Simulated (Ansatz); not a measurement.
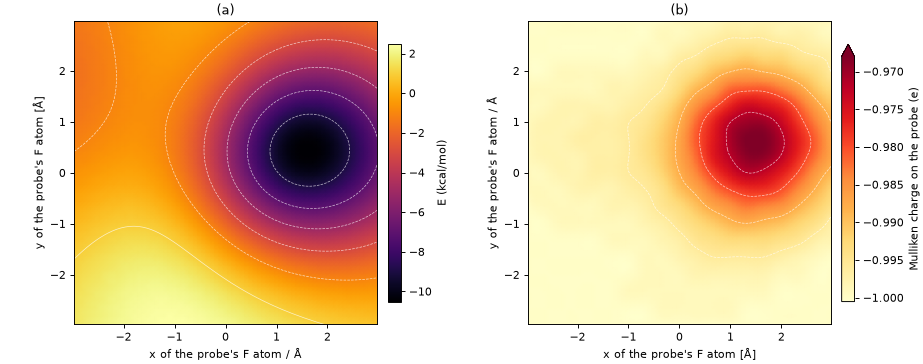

CH₃FOS (SMILES OC(F)S) with the probe F-. The probe is moved over a plane parallel to the molecule's main plane, 3.68 Å above it. First axis: x of the probe's F atom. Second axis: y of the probe's F atom. Nothing is relaxed (molecule and probe rigid). Grid: 19 × 19 points. Points are written as (first, second). All energies are given in kcal/mol relative to molecule and probe far apart, each relaxed in its own basis (no counterpoise correction). Theory: RHF/def2-SVPD in Ansatz.

Panel (a) is the energy; panel (b) is the computed Mulliken charge on the probe, in e.

In the figure: a smooth colour map with a few white contour lines. Between grid points the surface is interpolated.

### How does the Mulliken charge on the probe vary over the map, and what is it at the lowest grid point?

Leaving out the highest fifth of the energies, it runs from −1.00 e at (−2.97 Å, −0.99 Å) to −0.97 e at (1.32 Å, 0.66 Å) [nearest 1 H at 2.33 Å]. At the lowest grid point, (1.65 Å, 0.33 Å) [nearest 1 H at 2.31 Å], it is −0.97 e.
